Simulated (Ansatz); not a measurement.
CH4OSi···CH4

Input file:

```
crystal:
  periodic: [false, false, false]
  atoms:
    - { symbol: Si, position_ang: [-1.356273, 0.444295, 0.326668] }
    - { symbol: C, position_ang: [1.529969, -0.828005, 0.719352] }
    - { symbol: O, position_ang: [-2.117393, 1.016676, -1.096016] }
    - { symbol: C, position_ang: [-0.696893, 0.714307, -1.381229] }
    - { symbol: H, position_ang: [1.026853, -0.317224, -0.10168] }
    - { symbol: H, position_ang: [-1.731915, -0.92242, 0.803424] }
    - { symbol: H, position_ang: [-1.121641, 1.432967, 1.425244] }
    - { symbol: H, position_ang: [2.577104, -0.479746, 0.801604] }
    - { symbol: H, position_ang: [1.517683, -1.920814, 0.545028] }
    - { symbol: H, position_ang: [1.012637, -0.612509, 1.675806] }
    - { symbol: H, position_ang: [-0.091008, 1.606851, -1.638458] }
    - { symbol: H, position_ang: [-0.548924, -0.134377, -2.079643] }
basis:
  gaussian: { orbitals: def2-SVP }
hamiltonian:
  xc: pbe
  dispersion: d4
relax:
  f_tol: 0.03
  max_steps: 50
output:
  orbitals: {}
```

Launched as:

```sh
ansatz run input.yaml --threads 2 --pin off --max-ram 3072MiB --backend cpu --events-out ev --progress --plain --runs-dir out
```

The fields are those of the relaxed geometry.

All numbers below come from RKS PBE-D4/def2-SVP in Ansatz.

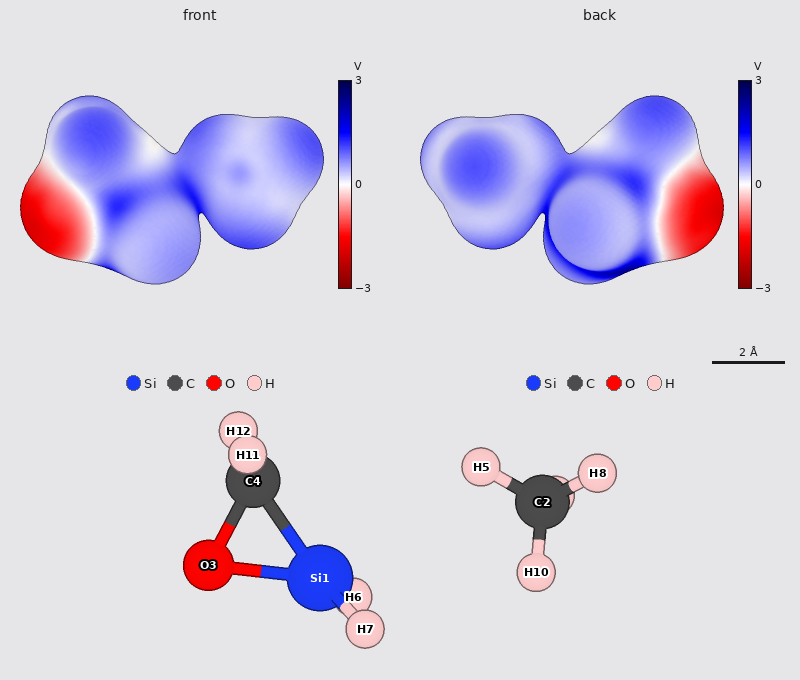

Figure 1. The electrostatic potential painted on the density surface at 0.004 e/bohr³, seen from the front and from behind; the colour scale runs from red (negative) to blue (positive). The bare structure is drawn below in the same view.

Which sites attract a positive test charge, and which a negative one?

Answer. A positive charge is drawn to the negative regions and a negative charge to the positive ones. The most negative region (about −1.8 V) lies over O3, the most positive (about +2.1 V) over Si1. O3 is the likeliest acceptor of a hydrogen bond.

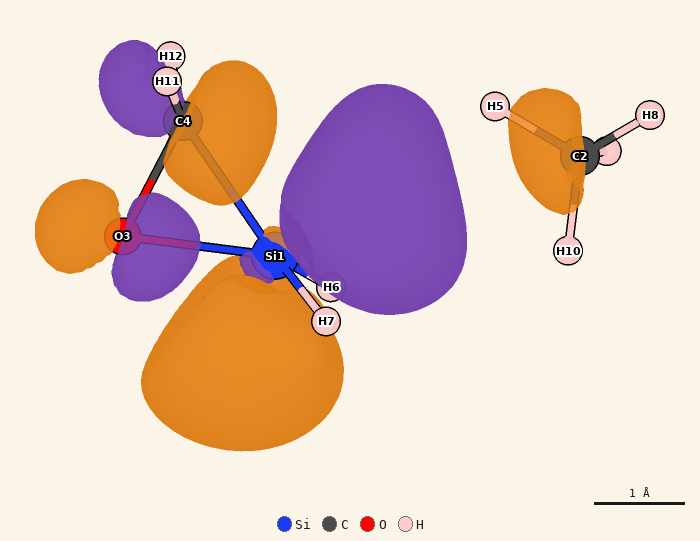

Figure 2. One frontier orbital at ±0.1 Å⁻³ᐟ² (orange and purple are the two phases), seen across its widest extent.

Which orbital is it: HOMO or LUMO?

Answer. The LUMO, at −1.04 eV. By Hirshfeld shares it lies mainly on Si1 (about 55 %), C4 (about 10 %) and O3 (about 10 %).

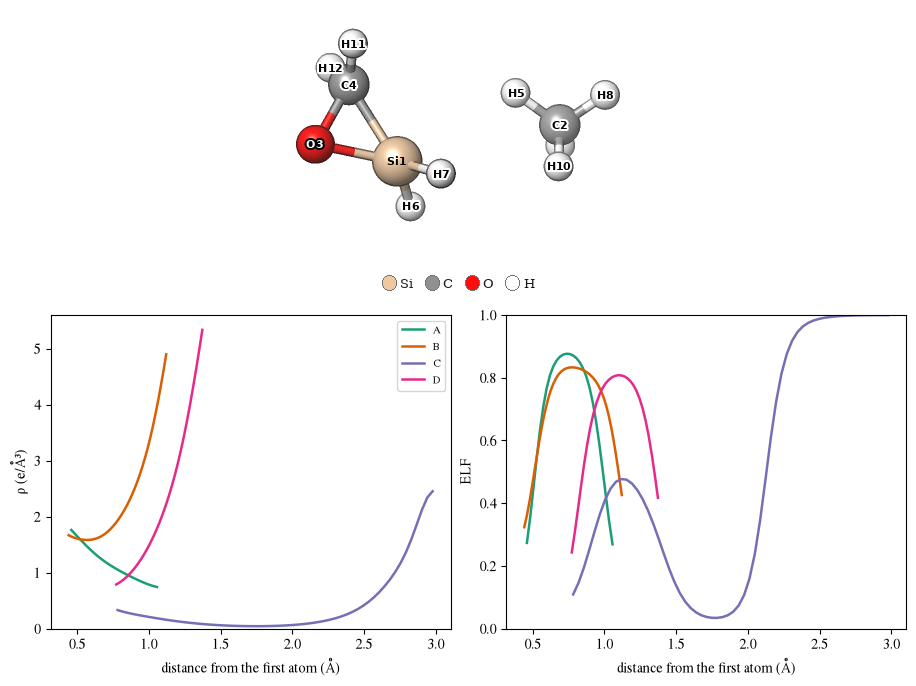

Figure 3. Total electron density and ELF along straight lines between neighbouring atoms. The curves leave out the atomic cores. The structure is drawn too.

Which curve belongs to which contact (C–O, C–Si, Si–H and Si–O)? The first atom named is at distance zero.

Answer. Curve A: C–Si (1.84 Å): the density is about 0.87 e/Å³ at the midpoint; the ELF peaks at about 0.90 between the atoms: localised, covalent bonding. Curve B: C–O (1.47 Å): ρ is about 1.8 e/Å³ halfway, with its minimum of 1.6 e/Å³ about 0.6 Å from C; the ELF peaks at about 0.85 between the atoms; a polar covalent bond. Curve C: Si1···H5 (2.98 Å): the density falls to about 0.04 e/Å³ on the way; the ELF dips to about 0.05 between them (a non-bonded, intermolecular contact). Curve D: Si–O (1.72 Å): the density is about 0.96 e/Å³ at the midpoint; the ELF peaks at about 0.80 between the atoms, as expected for a polar covalent bond.
